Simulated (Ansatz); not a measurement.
System: Sn$_{3}$GeP.

```xyz
15
Lattice="3.5743 0.0000 0.0000 -1.7872 3.0955 0.0000 0.0000 0.0000 33.5314" Properties=species:S:1:pos:R:3 pbc="T T T"
Sn    0.0000    2.0637    1.8120
Sn    0.0000    0.0000   12.9894
Sn    1.7872    1.0318   24.1664
Sn    1.7872    1.0318    4.4463
Sn    0.0000    2.0637   15.6233
Sn    0.0000    0.0000   26.8003
Sn    0.0000    0.0000    7.0232
Sn    1.7872    1.0318   18.2005
Sn    0.0000    2.0637   29.3775
Ge    0.0000    2.0637    9.5011
Ge    0.0000    0.0000   20.6782
Ge    1.7872    1.0318   31.8555
P     1.7872    1.0318   10.7488
P     0.0000    2.0637   21.9259
P     0.0000    0.0000   33.1029
```

Space group R3m; a generated structure, not necessarily the stable one; computed without spin polarisation.

Method: Ansatz, DFT PBE, scalar-relativistic, plane waves, PAW.

Q: What can the converged valence pseudo-density and electron localisation function tell about the bonding?

A: Sn–Sn (3.57 Å): ρ is about 0.11 e/Å³ halfway; the ELF is about 0.25 at the midpoint; no shared electron pair shows on this line.
Bader's partition of the density gives Sn −0.02 to +0.27, Ge +0.34 and P −0.69 e.

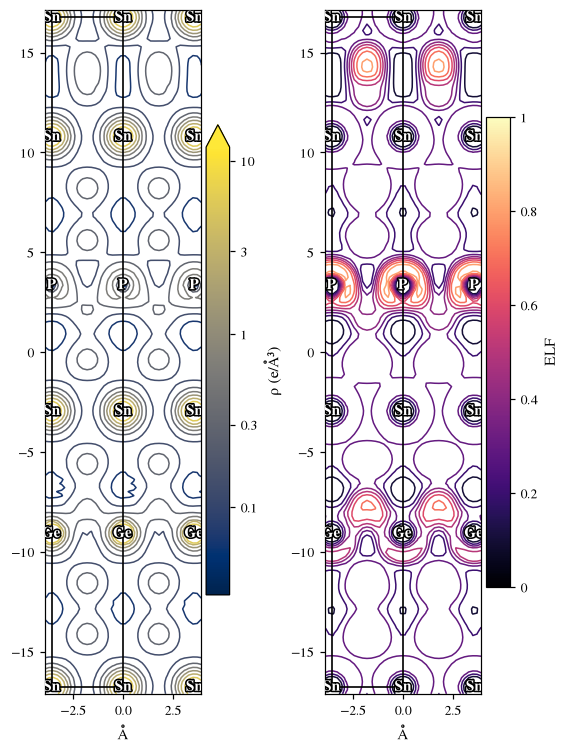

Computed valence pseudo-density and electron localisation function on the (100) plane of the conventional cell, in this order. 

Core electrons are frozen (PAW), and the valence fields are smoothed inside the atomic spheres.
